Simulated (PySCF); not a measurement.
## A study: C4H12O4Si, SMILES `CO[Si](OC)(OC)OC`

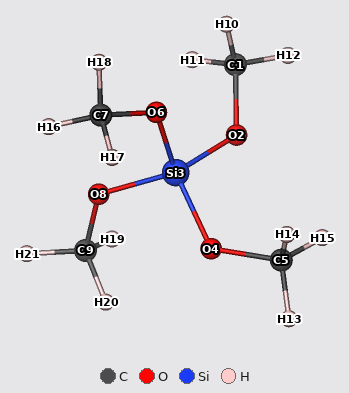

The molecule, with its atoms numbered as below. No frequency check shows the geometry to be a minimum.

Geometry (Å), atoms numbered from 1:

```
C1       1.7309   -1.6052    1.3523
O2       0.5487   -0.8495    1.2723
Si3      0.0001   -0.0011   -0.0001
O4      -1.2736    0.8460    0.5471
C5      -1.3577    1.6090    1.7242
O6       1.2735    0.8459   -0.5472
C7       1.3577    1.6086   -1.7245
O8      -0.5487   -0.8498   -1.2720
C9      -1.7310   -1.6055   -1.3519
H10      2.5900   -1.0033    1.0546
H11      1.6713   -2.4807    0.7022
H12      1.8438   -1.9256    2.3885
H13     -2.3984    1.9125    1.8427
H14     -0.7238    2.4953    1.6524
H15     -1.0434    1.0192    2.5856
H16      1.0433    1.0187   -2.5857
H17      0.7238    2.4950   -1.6529
H18      2.3984    1.9121   -1.8430
H19     -1.6713   -2.4809   -0.7017
H20     -2.5900   -1.0035   -1.0543
H21     -1.8439   -1.9261   -2.3881
```

Part 1: Bonding charge

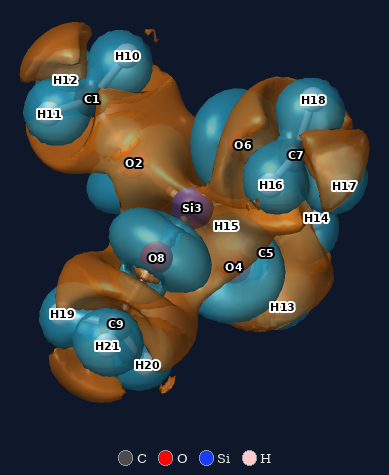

Deformation density (molecule less spherical, spin-averaged free atoms at the same positions), surfaces at ±0.04 e/Å³; light blue: gain, orange: loss.

PySCF calculation, B3LYP/def2-SVPD, gas phase; geometry: GFN2-xTB.

Question: Describe the bonding that the map shows.

Answer: C7–H16, C5–H15, C9–H20 and C1–H10: +0.74 e/Å³ at the bond critical point (bond length 1.09 Å). C5–H13 and C7–H18: +0.74 e/Å³ at the bond critical point (bond length 1.09 Å). C1–H12 and C9–H21: +0.74 e/Å³ at the bond critical point (bond length 1.09 Å). C5–H14 and C7–H17: +0.73 e/Å³ at the bond critical point (bond length 1.09 Å). C1–H11 and C9–H19: +0.73 e/Å³ at the bond critical point (bond length 1.09 Å). Si3–O6, Si3–O8, O2–Si3 and Si3–O4: +0.06 e/Å³ at the bond critical point (bond length 1.62 Å); up to 0.6 Å beside the axis the gain reaches +0.38 e/Å³. O4–C5, O6–C7, C1–O2 and O8–C9: +0.04 e/Å³ at the bond critical point (bond length 1.41 Å); up to 0.6 Å beside the axis the gain reaches +0.28 e/Å³. In all, 4.9 electrons gather in the regions of gain relative to the promolecule. A small or negative value marks a very polar bond, one between electron-rich atoms, whose free-atom densities already overlap strongly, a long bond to a heavier atom, or a closed-shell contact such as a hydrogen bond.

Part 2: Bond critical points

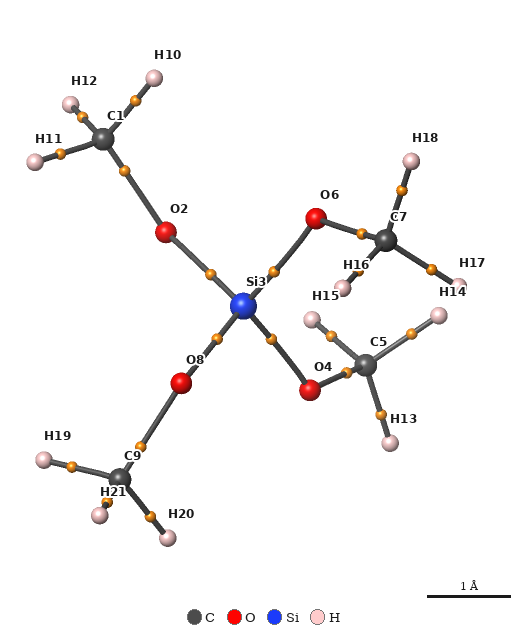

Molecular graph of the electron density (QTAIM): bond paths, bond critical points (orange), ring points (yellow, if any); weak paths are dashed.

Question: How many critical points of each kind are there, and does the count close?

Answer: 21 nuclei, 20 bond, 0 ring and 0 cage critical points: 21 − 20 + 0 − 0 = 1, as the Poincaré–Hopf relation requires.

Question: Give the properties at the bond critical points.

Answer:
| bond | length (Å) | ρ (a.u.) | ∇²ρ (a.u.) | ε | H (a.u.) |
| --- | --- | --- | --- | --- | --- |
| C7–H16 (4 alike) | 1.090 | 0.285 | −1.10 | 0.05 | −0.312 |
| C5–H13 (2 alike) | 1.091 | 0.285 | −1.10 | 0.05 | −0.311 |
| C1–H12 (2 alike) | 1.091 | 0.285 | −1.10 | 0.05 | −0.311 |
| C5–H14 (2 alike) | 1.092 | 0.283 | −1.08 | 0.05 | −0.308 |
| C1–H11 (2 alike) | 1.092 | 0.283 | −1.08 | 0.05 | −0.308 |
| O4–C5 (4 alike) | 1.405 | 0.251 | −0.29 | 0.01 | −0.360 |
| Si3–O6 (4 alike) | 1.624 | 0.133 | +1.07 | 0.07 | −0.024 |

Question: What kind of interaction is C5–H13?

Answer: Shared-shell (covalent): ρ = 0.285, ∇²ρ = −1.10, H = −0.311 a.u.

Part 3: Local ionisation energy

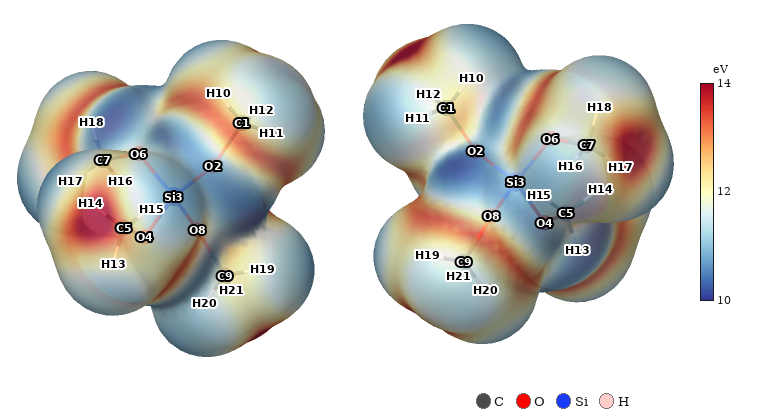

Average local ionisation energy on the surface of electron density 0.001 a.u. (back view left, front view right).

Question: Locate the minima of the map.

Answer: The lowest value is 10.1 eV, 1.9 Å from O4, and at like points elsewhere. Further minima include 10.5 eV, 1.9 Å from O6; 10.5 eV, 1.9 Å from O2. For comparison, the highest occupied orbital lies at −7.9 eV.

Part 4: In an electric field

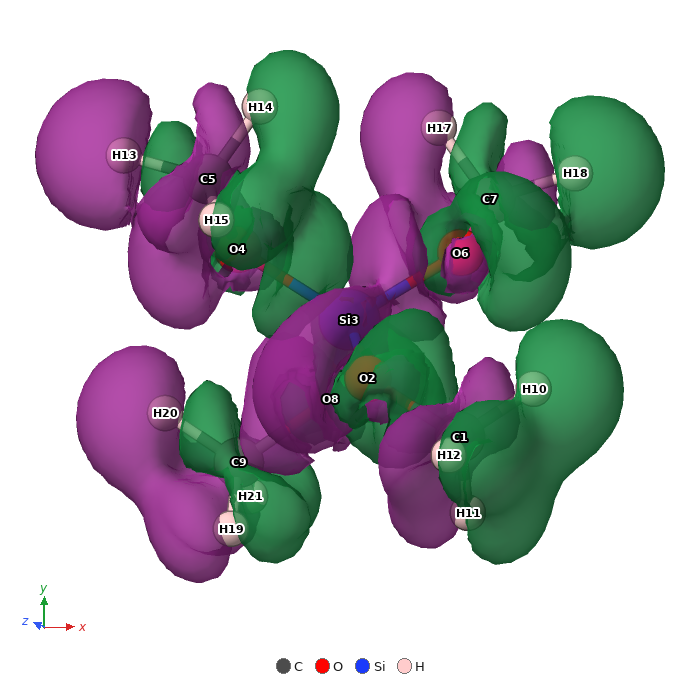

Change of the electron density in a uniform field of 0.21 V/Å, surfaces at ±0.001 e/Å³ (green: gain, purple: loss).

The field was applied in both directions; the picture shows the one opposite to the script's first.

Question: Along which Cartesian direction does the field point?

Answer: Along −x: electrons gather on the +x side, against the field.

Question: What dipole is induced, and what polarisability does it imply?

Answer: The induced dipole is 0.88 D (along the field); α along this axis, from the fields in both directions, is 87 bohr³ (12.8 Å³).
